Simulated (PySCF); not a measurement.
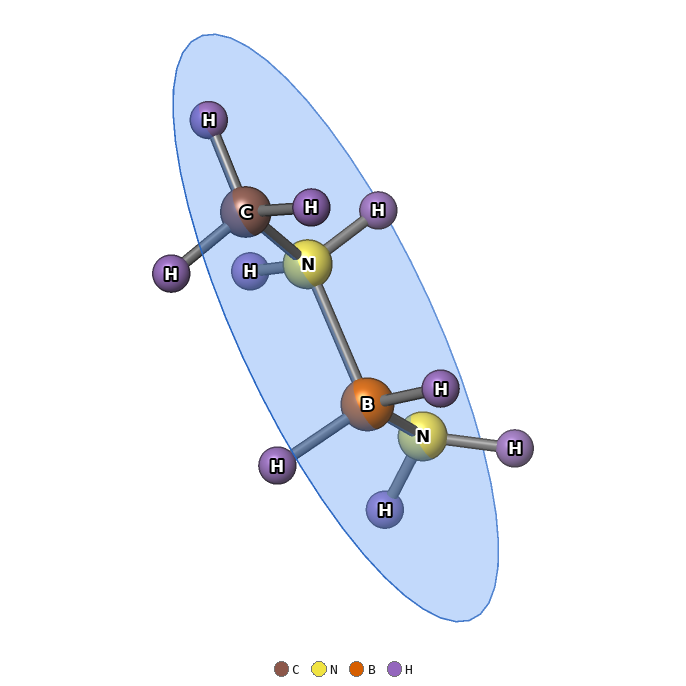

All proper rotation axes (lines) and mirror planes (discs) of the structure are drawn in. Atoms fade into the background with distance from the viewer. The computed structure is the end point of a PBE0-D3(BJ)/def2-SVP optimisation. No frequency run is at hand to confirm it as a minimum.

> Name the symmetry elements and the point group.

It has 1 mirror plane. Point group Cs. The group has 2 operations. The geometry is achiral, and symmetry allows a dipole moment.
